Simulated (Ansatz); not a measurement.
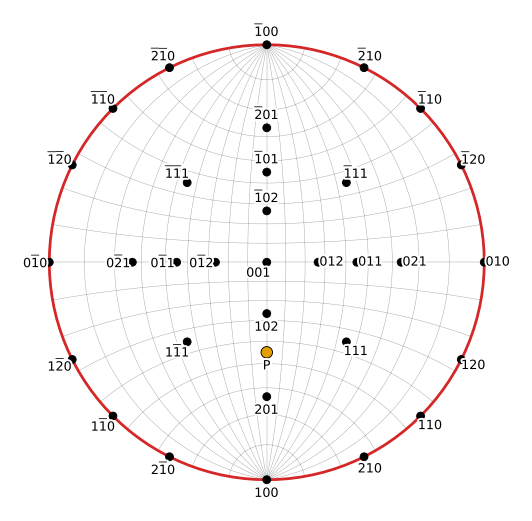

For Ni, the input geometry of an electronic-structure calculation (not necessarily at equilibrium): stereographic projection of plane normals (upper hemisphere) centred on (0 0 1). The drawing is computed from the coordinates (standard cell, symmetry found to 0.002 Å).

a = 3.571 Å, b = 3.571 Å, c = 3.571 Å, α = 90.00°, β = 90.00°, γ = 90.00°.

### Index the pole marked P.

P is (1 0 1), 45.0° from the centre.

### Which zone does the coloured great circle trace?

The zone [0 0 1]: its poles satisfy l = 0.

### What is the angle between the normals of (0 0 1) and (0 2 1), and what are their d_hkl = 1/|g|?

63.4°; d = 3.571 Å and 1.597 Å.
